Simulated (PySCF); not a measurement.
Molecule: SMILES [SiH3]O[SiH2]O[SiH2]Cl (H7ClO2Si3), singlet. Atoms near the plane z = 0.8 Å, at the B3LYP/def2-SVP optimised geometry (x, y, z in Å): O2 (0.7, -1.6, 0.0), Si3 (-1.0, -1.6, 0.0), O4 (-1.6, -0.1, 0.0), Si5 (-1.7, 1.4, 0.7), H7 (3.1, -2.3, 0.1), H11 (-1.5, -2.3, 1.2), H12 (-3.1, 1.9, 0.5), H13 (-0.7, 2.3, 0.1).

Level of theory: B3LYP/def2-TZVP (PySCF). Cells within 0.4 Å of a nucleus heavier than hydrogen are left out (blank, or x). The values are rescaled to run from 0 to 1.

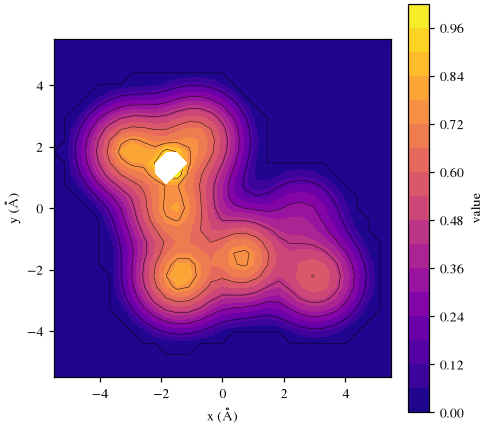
Figure: a field on the plane z = 0.8 Å.

Task: Which quantity is mapped?
(A) log10 of the electron density
(B) deformation density (molecule minus spherical neutral atoms)
(C) electrostatic potential
(D) electron localisation function

Result: A, log10 of the electron density. In full: log10 of the electron density (e/bohr³), floored at −4.
